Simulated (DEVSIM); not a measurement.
Device: In0.49Ga0.51P/GaAs n-p heterojunction, at 400 K.

| layer (left to right) | material | thickness (μm) | Nd (cm⁻³) | Na (cm⁻³) | τn (s) | τp (s) |
|---|---|---|---|---|---|---|
| 1 | In0.49Ga0.51P | 1.60 | 8e16 | - | 6.3e-8 | 6.3e-8 |
| 2 | GaAs | 0.150 | - | 1.5e16 | 6.3e-8 | 6.3e-8 |

Left contact: ohmic. Right contact: ohmic. Voltage is applied to the left contact. Recombination: SRH at mid-gap, Auger. Mobility is μmin + (μ − μmin)/(1 + (N/Nref)^α).

Constants are typed, rounded textbook-type inputs, not results; the design itself was drawn at random and stands for no fabricated device. Values at 300 K; Nc and Nv go as T^1.5, mobilities as T to minus their exponent, the gap by Varshni's rule with the affinity fixed.

```csv
parameter,In0.49Ga0.51P,GaAs
gap (eV),1.89,1.424
affinity (eV),4,4.07
permittivity,11.8,12.9
Nc (cm⁻³),9e17,4.7e17
Nv (cm⁻³),1.3e19,9e18
μn (cm²/Vs),1500,8500
μp (cm²/Vs),80,400
"μn,min",400,500
"μp,min",15,20
"Nref,n",2e16,6e16
"Nref,p",1.5e17,1.5e17
αn,0.7,0.39
αp,0.8,0.38
T exponent of μn,1.66,2.1
T exponent of μp,2,2.2
Cn (cm⁶/s),3e-30,1e-30
Cp (cm⁶/s),3e-30,1e-30
Varshni α (eV/K),0.0005,0.000541
Varshni β (K),250,204
```

DEVSIM, 1D drift-diffusion, Boltzmann statistics, complete ionisation; no tunnelling, impact ionisation, image-force lowering or self-heating. Band offsets follow the typed affinities; no thermionic-emission limit at abrupt steps, no polarisation charge.

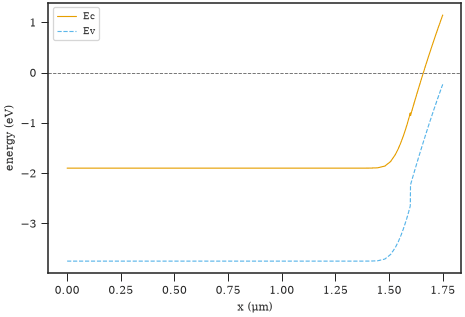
Figure: Band edges at 2.0 V on the left contact

Energies count from the Fermi level of the right contact; mesh points crowd at the junctions.

```json
[
 {"x (μm)": "0.000", "Ec (eV)": "-1.902", "Ev (eV)": "-3.750", "n (cm⁻³)": "8.0e16", "p (cm⁻³)": "< 1e2", "field (V/cm)": "≈ 0"},
 {"x (μm)": "0.004797", "Ec (eV)": "-1.902", "Ev (eV)": "-3.750", "n (cm⁻³)": "8.0e16", "p (cm⁻³)": "< 1e2", "field (V/cm)": "≈ 0"},
 {"x (μm)": "0.01515", "Ec (eV)": "-1.902", "Ev (eV)": "-3.750", "n (cm⁻³)": "8.0e16", "p (cm⁻³)": "< 1e2", "field (V/cm)": "≈ 0"},
 {"x (μm)": "0.03500", "Ec (eV)": "-1.902", "Ev (eV)": "-3.750", "n (cm⁻³)": "8.0e16", "p (cm⁻³)": "< 1e2", "field (V/cm)": "≈ 0"},
 {"x (μm)": "0.09644", "Ec (eV)": "-1.902", "Ev (eV)": "-3.750", "n (cm⁻³)": "8.0e16", "p (cm⁻³)": "< 1e2", "field (V/cm)": "≈ 0"},
 {"x (μm)": "0.1970", "Ec (eV)": "-1.902", "Ev (eV)": "-3.750", "n (cm⁻³)": "8.0e16", "p (cm⁻³)": "< 1e2", "field (V/cm)": "≈ 0"},
 {"x (μm)": "0.4141", "Ec (eV)": "-1.902", "Ev (eV)": "-3.750", "n (cm⁻³)": "8.0e16", "p (cm⁻³)": "< 1e2", "field (V/cm)": "≈ 0"},
 {"x (μm)": "0.9739", "Ec (eV)": "-1.902", "Ev (eV)": "-3.750", "n (cm⁻³)": "8.0e16", "p (cm⁻³)": "< 1e2", "field (V/cm)": "≈ 0"},
 {"x (μm)": "1.288", "Ec (eV)": "-1.902", "Ev (eV)": "-3.750", "n (cm⁻³)": "8.0e16", "p (cm⁻³)": "< 1e2", "field (V/cm)": "≈ 0"},
 {"x (μm)": "1.446", "Ec (eV)": "-1.895", "Ev (eV)": "-3.744", "n (cm⁻³)": "6.7e16", "p (cm⁻³)": "< 1e2", "field (V/cm)": "3700"},
 {"x (μm)": "1.528", "Ec (eV)": "-1.639", "Ev (eV)": "-3.487", "n (cm⁻³)": "3.9e13", "p (cm⁻³)": "< 1e2", "field (V/cm)": "75000"},
 {"x (μm)": "1.575", "Ec (eV)": "-1.159", "Ev (eV)": "-3.007", "n (cm⁻³)": "3.5e7", "p (cm⁻³)": "< 1e2", "field (V/cm)": "130000"},
 {"x (μm)": "1.590", "Ec (eV)": "-0.947", "Ev (eV)": "-2.796", "n (cm⁻³)": "96000", "p (cm⁻³)": "< 1e2", "field (V/cm)": "150000"},
 {"x (μm)": "1.597", "Ec (eV)": "-0.830", "Ev (eV)": "-2.679", "n (cm⁻³)": "22000", "p (cm⁻³)": "< 1e2", "field (V/cm)": "160000"},
 {"x (μm)": "1.603", "Ec (eV)": "-0.816", "Ev (eV)": "-2.194", "n (cm⁻³)": "27000", "p (cm⁻³)": "1200", "field (V/cm)": "150000"},
 {"x (μm)": "1.610", "Ec (eV)": "-0.702", "Ev (eV)": "-2.080", "n (cm⁻³)": "4400", "p (cm⁻³)": "3000", "field (V/cm)": "150000"},
 {"x (μm)": "1.625", "Ec (eV)": "-0.496", "Ev (eV)": "-1.873", "n (cm⁻³)": "3500", "p (cm⁻³)": "6400", "field (V/cm)": "140000"},
 {"x (μm)": "1.652", "Ec (eV)": "-0.113", "Ev (eV)": "-1.491", "n (cm⁻³)": "3300", "p (cm⁻³)": "13000", "field (V/cm)": "140000"},
 {"x (μm)": "1.708", "Ec (eV)": "0.632", "Ev (eV)": "-0.745", "n (cm⁻³)": "2800", "p (cm⁻³)": "5.7e9", "field (V/cm)": "130000"},
 {"x (μm)": "1.732", "Ec (eV)": "0.921", "Ev (eV)": "-0.456", "n (cm⁻³)": "2900", "p (cm⁻³)": "2.5e13", "field (V/cm)": "120000"},
 {"x (μm)": "1.743", "Ec (eV)": "1.056", "Ev (eV)": "-0.321", "n (cm⁻³)": "2900", "p (cm⁻³)": "1.3e15", "field (V/cm)": "120000"},
 {"x (μm)": "1.750", "Ec (eV)": "1.142", "Ev (eV)": "-0.235", "n (cm⁻³)": "3000", "p (cm⁻³)": "1.5e16", "field (V/cm)": "120000"}
]
```
